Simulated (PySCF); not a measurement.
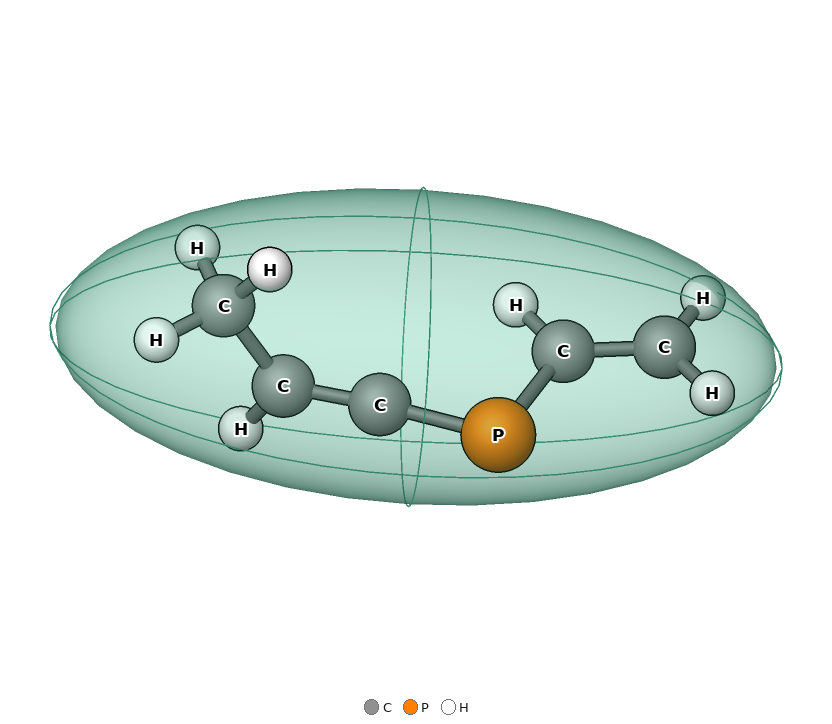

The ellipsoid shows the static dipole polarisability: its half-axes are proportional to the principal values. The computed structure is the end point of a GFN2-xTB optimisation. No frequency run is at hand to confirm it as a minimum. Computed with CAM-B3LYP/def2-SVPD (PySCF 2.14.0).

### How large and how anisotropic is the polarisability?

Principal values 62.0, 72.0, 156.4 bohr³; mean 96.8 bohr³ (14.34 Å³); anisotropy 89.8 bohr³, so the longest axis is 2.52 times the shortest.

The geometry is semi-empirical. Around P such bond lengths and angles can be off by a tenth of an ångström or more and by several degrees, and values that hang on the shape move with them.
